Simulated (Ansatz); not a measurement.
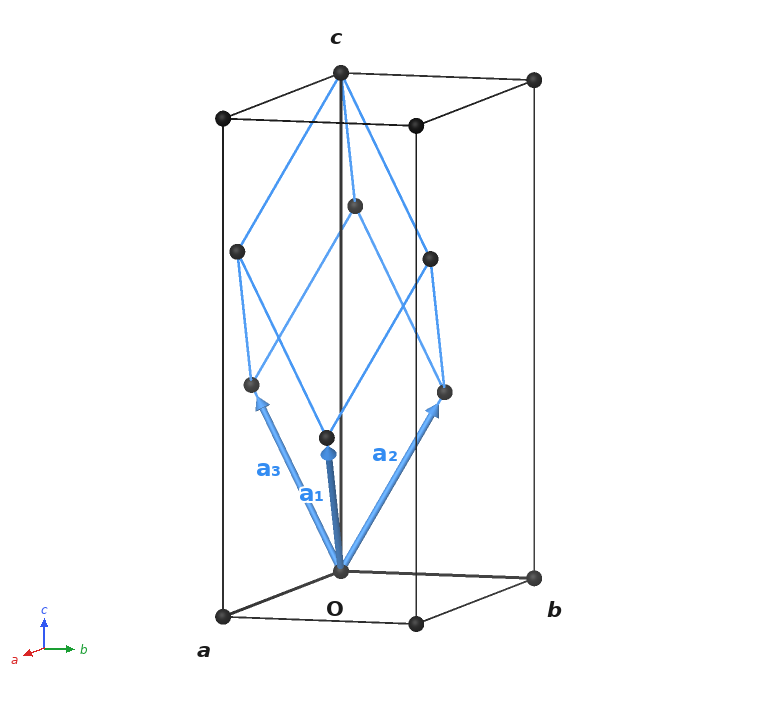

The conventional cell (thin) and a primitive cell (coloured, vectors a₁, a₂, a₃), with the lattice points alone. Crystal: Li2ZrAuO6, the end point of a relaxation (final pressure about 32 GPa) with Ansatz 0.2.0, DFT, PAW plane waves, pbe; the starting structure was generated, so it need not be a known form of this composition. Symmetry computed with spglib at a tolerance of 0.002 Å; standard conventional cell.

a = 4.896 Å, b = 4.896 Å, c = 13.107 Å, α = 90.00°, β = 90.00°, γ = 120.00°.

What is the centring, and how are the primitive vectors built?

Answer. R, rhombohedral (trigonal, hexagonal axes), with lattice points at (0, 0, 0), (2/3, 1/3, 1/3), (1/3, 2/3, 2/3). a₁ = 2/3 a + 1/3 b + 1/3 c; a₂ = −1/3 a + 1/3 b + 1/3 c; a₃ = −1/3 a − 2/3 b + 1/3 c.

Give the primitive cell's size and content.

Answer. Edges 5.204, 5.204, 5.204 Å; angles 56.12°, 56.12°, 56.12°; volume 90.68 Å³, 1/3 of the conventional cell; 10 of its 30 atoms.
